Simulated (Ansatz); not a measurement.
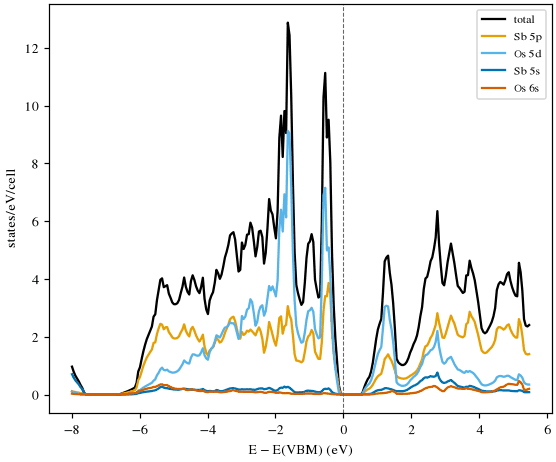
Figure: Total and projected density of states of Sb₂Os in space group Pnnm (No. 58; Sb on 4g, Os on 2a), DFT-r²SCAN in the program Ansatz with PAW potentials

Task: Which orbitals carry the states next to the gap?

Result: Top 1 eV of the valence band: Os 5d 57 %, Sb 5p 38 %. Bottom 1 eV of the conduction band: Os 5d 63 %, Sb 5p 29 %, Sb 5s 5 %. Projections are on Löwdin-orthogonalised atomic valence shells; empty p or d shells of many metals are not among them.

Task: Where is the tallest occupied peak in this window, and what makes it?

Result: Near -1.6 eV, about 13 states/eV per cell; the largest projected share is Os 5d.

The first step of the workflow began from a Materials Project structure, measured or hypothetical; the Crystallography Open Database files this formula in space group No. 58, but the cells were not matched. Its standing as an ambient phase is unchecked. Symmetry was held in the r²SCAN relaxation; its stability against distortions is not shown here. No spin polarisation was allowed. Spin–orbit coupling is left out wherever it is not named.

Potentials: the later of the program's two PAW sets.
